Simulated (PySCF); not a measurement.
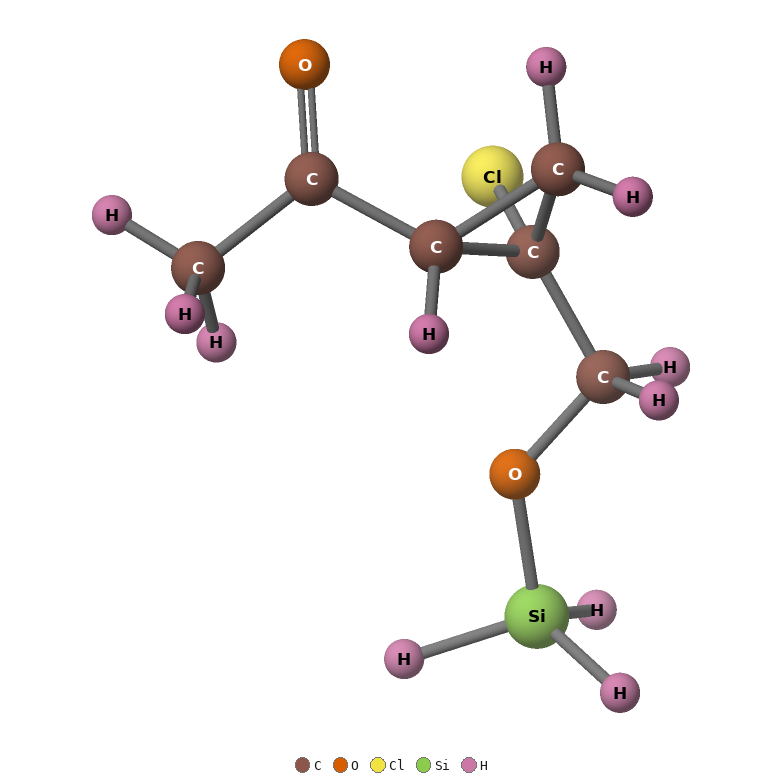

The computed structure is the end point of a GFN2-xTB optimisation. No frequency run is at hand to confirm it as a minimum. Level of theory: PBE0/pcSseg-1, gas phase (PySCF 2.14.0).

Computed properties:

The species is C6H11ClO2Si (`CC(=O)[C@@H]1C[C@@]1(Cl)CO[SiH3]`).
- dipole moment: 4.10 D
- HOMO energy (Kohn–Sham orbital): −7.35 eV
- LUMO energy (Kohn–Sham orbital): −0.55 eV
- HOMO–LUMO gap: 6.80 eV

The geometry is semi-empirical. Around Si such bond lengths and angles can be off by a tenth of an ångström or more and by several degrees, and values that hang on the shape move with them.
